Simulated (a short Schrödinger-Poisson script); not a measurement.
Structure: MOS inversion layer, SiO2 on p-type Ge(100), at 300 K.

```tsv
layer	material	thickness (nm)	Na (cm⁻³)
1	SiO2	3.7	-
2	Ge	350	1.4e18
```

Constants are typed, rounded textbook-type inputs, not results; the design itself was drawn at random and stands for no fabricated device. SiO2: permittivity 3.9, conduction-band edge (eV) 3.1, gap (eV) 9, electron mass (mₑ) 0.5. Ge: permittivity 16, conduction-band edge (eV) 0, gap (eV) 0.664, Nv at 300 K (cm⁻³) 6e18.

Channel valleys (confinement mass, in-plane density-of-states mass, number): L4 0.12, 0.295, 4. At the gate the conduction-band edge of layer 1 lies 3.37 eV − eVg above the Fermi level of the channel; the field vanishes at the back. Gaps are held at their typed values at every temperature. Mesh 0.03 nm at interfaces.

Solved with a short Schrödinger-Poisson script written for these runs: 1D Poisson equation in equilibrium, electrons quantum, Hartree (BenDaniel-Duke, 12 states a valley, the channel's in-plane mass for all, wave functions free to enter the dielectric), parabolic valleys, classical holes, full ionisation, no traps, pinning or gate leakage.

Only gate voltages with over 1e8 electrons/cm² are shown.

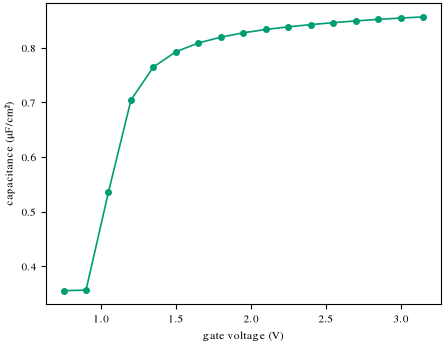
Figure: Quasi-static capacitance against gate voltage

```csv
Vg (V),electrons (cm⁻²),C (μF/cm²),L4 E0 (meV),L4 E1 (meV)
0.75,4.00e8,0.355,268.3,387.7
0.9,1.03e10,0.356,184.3,313.6
1.05,1.63e11,0.536,112.6,249.9
1.2,6.50e11,0.704,76.4,219.0
1.35,1.30e12,0.765,57.8,204.6
1.5,2.01e12,0.793,45.8,196.2
1.65,2.75e12,0.809,36.9,190.8
1.8,3.50e12,0.819,29.8,186.9
1.95,4.27e12,0.827,23.9,184.0
2.1,5.04e12,0.834,18.7,181.8
2.25,5.83e12,0.838,14.2,180.0
2.4,6.61e12,0.842,10.0,178.7
2.55,7.41e12,0.846,6.2,177.5
2.7,8.20e12,0.849,2.7,176.6
2.85,9.00e12,0.852,-0.6,175.9
3,9.80e12,0.854,-3.7,175.3
3.15,1.06e13,0.857,-6.7,174.8
```

Subbands count from the Fermi level.

Only the L valleys are kept; under strong confinement the Δ valleys of Ge fill too.
